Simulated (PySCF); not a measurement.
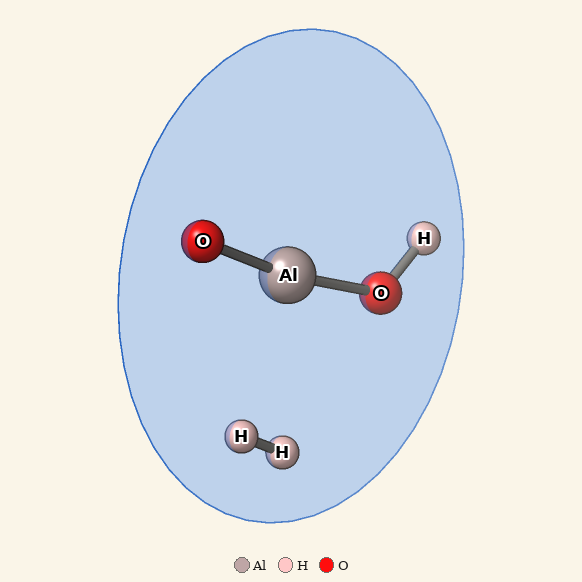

All proper rotation axes (lines) and mirror planes (discs) of the structure are drawn in. Distant atoms are faded towards the background colour. The geometry was computed by an optimisation with PBE0-D4/def2-TZVP. No frequency run is at hand to confirm it as a minimum.

### Name the symmetry elements and the point group.

It has 1 mirror plane. Point group Cs. The group has 2 operations. The geometry is achiral, and symmetry allows a dipole moment.
